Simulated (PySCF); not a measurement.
# M06-2X/STO-6G run of SnO (tin(ii) oxide)

What is the vertical singlet–triplet gap of SnO (tin(ii) oxide) at M06-2X/STO-6G? The job is set up through a Python script.

The results are computed with PySCF 2.14.0.

15 further runs of the same task are left out: 6 that didn't finish, 9 set aside as unsound or not needed.

## Step 1: The system as given

SnO has 2 atoms, charge 0, and is taken as a singlet. As SMILES, `[O]=[Sn]`. The coordinates come from a PBE0-D4/def2-TZVP relaxation.

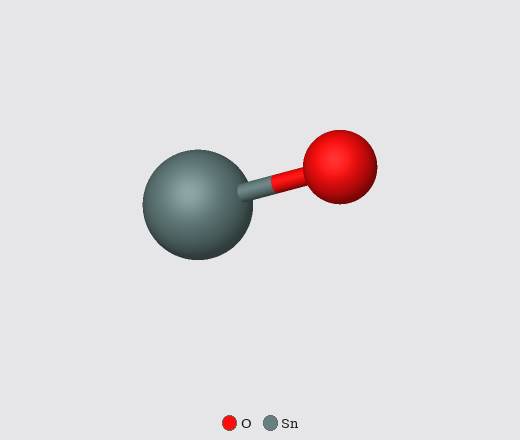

The structure, seen from a chosen angle (oxygen red, tin teal).

## Step 2: The energy at M06-2X/STO-6G

geometry.xyz

```xyz
2

O      0.000000     0.000000    -0.007080
Sn     0.000000     0.000000     1.810660
```

run.py

```python
# tin(ii) oxide
from pyscf import gto, dft

mol = gto.Mole()
mol.atom = 'geometry.xyz'
mol.max_memory = 1860
mol.verbose = 3
mol.basis = 'sto-6g'
mol.build()

calc0 = dft.RKS(mol)
calc0.xc = 'm06-2x'
calc0.conv_tol = 1e-10
calc0.grids.level = 5
calc0.kernel()
if not calc0.converged:
    calc0 = calc0.newton().run(calc0.mo_coeff, calc0.mo_occ)

energy = calc0.e_tot
print('Final energy', energy)
```

Started as:

```bash
$ OMP_NUM_THREADS=1 python run.py
```

The log of the run:

```text
converged SCF energy = -6071.50574325827
Final energy -6071.505743258272
```

Run time: 5.7 s. Hardware: 1 thread of Arm Neoverse V1, shared host; peak memory 0.23 GiB.

## Step 3: The triplet at the same level

input.py

```python
from pyscf import gto, dft

molecule = gto.Mole()
molecule.atom = '''
O      0.000000     0.000000    -0.007080
Sn     0.000000     0.000000     1.810660
'''
molecule.max_memory = 1860
molecule.basis = 'sto-6g'
molecule.charge = 0
molecule.verbose = 3
molecule.spin = 2
molecule.build()

mf = dft.UKS(molecule)
mf.xc = 'm06-2x'
mf.grids.level = 5
mf.conv_tol = 1e-10
mf.kernel()
if not mf.converged:
    mf = mf.newton().run(mf.mo_coeff, mf.mo_occ)

energy = mf.e_tot
print('E(%s) = %.9f' % ('M06-2X', energy))
```

Started as:

```bash
$ OMP_NUM_THREADS=1 python input.py
```

The log of the run:

```text
WARN: HOMO -0.370277446097191 >= LUMO -0.58602263385207

WARN: HOMO 0.135025558461312 >= LUMO 0.0745368715492177

converged SCF energy = -6071.39642123003  <S^2> = 2.0133752  2S+1 = 3.0089036
E(M06-2X) = -6071.396421230
```

It took 11 s on 1 thread of Arm Neoverse V1, shared host; peak memory 0.24 GiB.

## Step 4: Outcome

At M06-2X/STO-6G:

| quantity | value |
| --- | --- |
| singlet: total energy | -6071.50574 Eh |
| singlet: dipole moment | 1.09 D |
| singlet: HOMO energy | -4.78 eV |
| singlet: LUMO energy | 2.77 eV |
| singlet: HOMO–LUMO gap | 7.55 eV |
| triplet: total energy | -6071.39642 Eh |
| triplet: dipole moment | 2.18 D |
| triplet: HOMO energy (highest over α and β) | -1.55 eV |
| triplet: LUMO energy (lowest over α and β) | 0.14 eV |
| triplet: ⟨S²⟩ | 2.013 |
| vertical energy of the triplet above the singlet | 2.975 eV |

**Reading.** At this shape the triplet lies 2.97 eV (287 kJ/mol) above the singlet. In a minimal basis such a difference can be off by several eV, whatever the method. Relativity is left out (singlet) although the molecule holds a heavy atom. Relativity is left out (triplet) although the molecule holds a heavy atom.
